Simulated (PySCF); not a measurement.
# H2O2 (hydrogen peroxide) at r2SCAN/STO-3G

What is the energy change on altering one bond length of H2O2 (hydrogen peroxide) at r2SCAN/STO-3G? 

The calculation is run with PySCF 2.14.0.

8 further runs of the same task are left out: 8 set aside as unsound or not needed.

### 1 Starting point

H2O2: 4 atoms, total charge 0, spin state singlet. As SMILES, `OO`. The shape is that of a PBE0-D4/def2-TZVP optimisation.

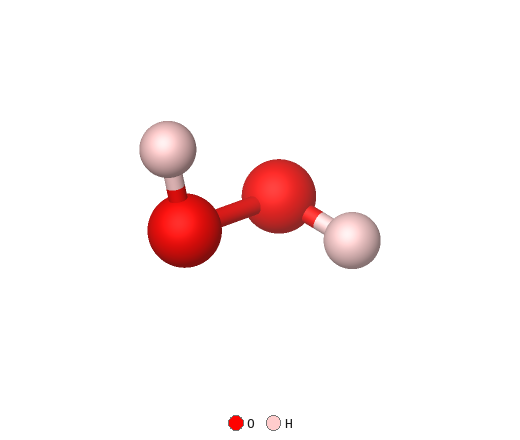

Viewed from a chosen angle; oxygen red, hydrogen pink.

### 2 The energy at r2SCAN/STO-3G

run.py

```python
from pyscf import gto, dft

mol = gto.Mole()
mol.atom = [
    ('O', (-0.486800, -0.581100, 0.030600)),
    ('O', (0.048300, 0.728400, 0.206900)),
    ('H', (0.186400, -1.117000, 0.467400)),
    ('H', (0.252100, 0.969800, -0.704900)),
]
mol.charge = 0
mol.spin = 0
mol.basis = 'sto-3g'
mol.max_memory = 1860
mol.verbose = 4
mol.build()

mf = dft.RKS(mol)
mf.xc = 'r2scan'
mf.conv_tol = 1e-10
mf.grids.level = 5
mf.kernel()
if not mf.converged:
    mf = mf.newton().run(mf.mo_coeff, mf.mo_occ)

etot = mf.e_tot
print(f'total energy: {etot:.8f} hartree')
```

On the command line:

```bash
$ OMP_NUM_THREADS=1 python run.py
```

What it wrote:

```text
PySCF version 2.14.0

[INPUT] num. atoms = 4
[INPUT] num. electrons = 18
[INPUT] charge = 0
[INPUT] spin (= nelec alpha-beta = 2S) = 0
[INPUT] symmetry False subgroup None
[INPUT] Mole.unit = angstrom
[INPUT] Symbol           X                Y                Z      unit          X                Y                Z       unit  Magmom
[INPUT]  1 O     -0.486800000000  -0.581100000000   0.030600000000 AA   -0.919918677438  -1.098119850985   0.057825619412 Bohr   0.0
[INPUT]  2 O      0.048300000000   0.728400000000   0.206900000000 AA    0.091273771816   1.376476509133   0.390984335173 Bohr   0.0
[INPUT]  3 H      0.186400000000  -1.117000000000   0.467400000000 AA    0.352244949619  -2.110824081139   0.883257990622 Bohr   0.0
[INPUT]  4 H      0.252100000000   0.969800000000  -0.704900000000 AA    0.476399956003   1.832656395603  -1.332067945206 Bohr   0.0

nuclear repulsion = 37.2831187913281
number of shells = 8
number of NR pGTOs = 36
number of NR cGTOs = 12
basis = sto-3g
ecp = {}

******** <class 'pyscf.dft.rks.RKS'> ********
method = RKS
initial guess = minao
damping factor = 0
level_shift factor = 0
DIIS = <class 'pyscf.scf.diis.CDIIS'>
diis_start_cycle = 1
diis_space = 8
diis_damp = 0
SCF conv_tol = 1e-10
SCF conv_tol_grad = None
SCF max_cycles = 50
direct_scf = True
direct_scf_tol = 1e-13
XC library pyscf.dft.libxc version 7.0.0
    S. Lehtola, C. Steigemann, M. J.T. Oliveira, and M. A.L. Marques.,  SoftwareX 7, 1–5 (2018)
XC functionals = r2scan
    J. W. Furness, A. D. Kaplan, J. Ning, J. P. Perdew, and J. Sun.,  J. Phys. Chem. Lett. 11, 8208-8215 (2020)
    J. W. Furness, A. D. Kaplan, J. Ning, J. P. Perdew, and J. Sun.,  J. Phys. Chem. Lett. 11, 9248-9248 (2020)
    J. W. Furness, A. D. Kaplan, J. Ning, J. P. Perdew, and J. Sun.,  J. Phys. Chem. Lett. 11, 8208-8215 (2020)
    J. W. Furness, A. D. Kaplan, J. Ning, J. P. Perdew, and J. Sun.,  J. Phys. Chem. Lett. 11, 9248-9248 (2020)
radial grids:
    Treutler-Ahlrichs [JCP 102, 346 (1995); DOI:10.1063/1.469408] (M4) radial grids

becke partition: Becke, JCP 88, 2547 (1988); DOI:10.1063/1.454033
pruning grids: <function nwchem_prune>
grids dens level: 5
symmetrized grids: False
atomic radii adjust function: <function treutler_atomic_radii_adjust>
small_rho_cutoff = 0
Set gradient conv threshold to 1e-05
Initial guess from minao.
tot grids = 133040
init E= -149.581107392998
  HOMO = -0.278228969275368  LUMO = 0.0156649281292925  gap/eV = 7.99726
cycle= 1 E= -149.352092150782  delta_E= 0.229  |g|= 0.307  |ddm|= 2.42
  HOMO = -0.00548039356648827  LUMO = 0.263897798969616  gap/eV = 7.33015
cycle= 2 E= -149.377361318449  delta_E= -0.0253  |g|= 0.202  |ddm|= 0.954
  HOMO = -0.0781132265521041  LUMO = 0.184979510525461  gap/eV = 7.15912
cycle= 3 E= -149.393939758673  delta_E= -0.0166  |g|= 0.0111  |ddm|= 0.383
  HOMO = -0.076604669717221  LUMO = 0.187526224997443  gap/eV = 7.18737
cycle= 4 E= -149.393991707596  delta_E= -5.19e-05  |g|= 0.000617  |ddm|= 0.0224
  HOMO = -0.0766789722827799  LUMO = 0.187391111634478  gap/eV = 7.18571
cycle= 5 E= -149.393991891679  delta_E= -1.84e-07  |g|= 3.76e-05  |ddm|= 0.00152
  HOMO = -0.0766838560193967  LUMO = 0.187381380627893  gap/eV = 7.18558
cycle= 6 E= -149.393991892494  delta_E= -8.16e-10  |g|= 1.22e-05  |ddm|= 0.000119
  HOMO = -0.0766840594050112  LUMO = 0.187381188380226  gap/eV = 7.18558
cycle= 7 E= -149.393991892536  delta_E= -4.21e-11  |g|= 4.64e-06  |ddm|= 2.09e-05
  HOMO = -0.0766841604345613  LUMO = 0.187381144553834  gap/eV = 7.18558
Extra cycle  E= -149.393991892524  delta_E= 1.21e-11  |g|= 7.71e-06  |ddm|= 1.54e-05
converged SCF energy = -149.393991892524
total energy: -149.39399189 hartree
```

Run time: 1.8 s. Hardware: 1 thread of Arm Neoverse V2, shared host; peak memory 0.17 GiB.

### 3 The distorted shape at the same level

run.py

```python
from pyscf import gto, dft

system = gto.M(
    atom='''
O     -1.112493    -1.326223     0.919403
O     -0.101301     1.148373     1.252561
H      0.159671    -2.338927     1.744835
H      0.476400     1.832656    -1.332068
''',
    basis='sto-3g',
    max_memory=1860,
    unit='bohr',
    verbose=3,
)

mf = dft.RKS(system)
mf.xc = 'r2scan'
mf.grids.level = 5
mf.conv_tol = 1e-10
mf.kernel()
if not mf.converged:
    mf = mf.newton().run(mf.mo_coeff, mf.mo_occ)

e_tot = mf.e_tot
print('E(%s) = %.9f' % ('R2SCAN', e_tot))
```

On the command line:

```bash
$ OMP_NUM_THREADS=1 python run.py
```

What it wrote:

```text
converged SCF energy = -149.337834832556
E(R2SCAN) = -149.337834833
```

Wall time 2.2 s (1 thread of Arm Neoverse V2, shared host); peak memory 0.17 GiB.

### 4 Outcome

At r2SCAN/STO-3G:

```
                                                         quantity          value
                                        first shape: total energy  -149.39399 Eh
                                       first shape: dipole moment         1.51 D
                                         first shape: HOMO energy       -2.09 eV
                                         first shape: LUMO energy        5.10 eV
                                       first shape: HOMO–LUMO gap        7.19 eV
                                    distorted shape: total energy  -149.33783 Eh
                                   distorted shape: dipole moment         1.33 D
                                     distorted shape: HOMO energy       -2.34 eV
                                     distorted shape: LUMO energy        1.49 eV
                                   distorted shape: HOMO–LUMO gap        3.83 eV
energy change with the O2–H4 bond stretched from 0.965 to 1.447 Å       1.528 eV
```

One bond (distorted shape) is far stretched, which a spin-restricted single reference describes badly; a broken-symmetry solution may lie lower. With the O2–H4 bond stretched from 0.965 to 1.447 Å the energy rises by 1.53 eV (35 kcal/mol). The first shape isn't relaxed at this level, so the change isn't measured from a minimum. A restricted reference can't describe the breaking bond well at this length. The minimal basis adds a large error of its own. Mulliken charges (first shape) run from -0.20 on O1 to +0.20 on H3; they depend strongly on the basis.
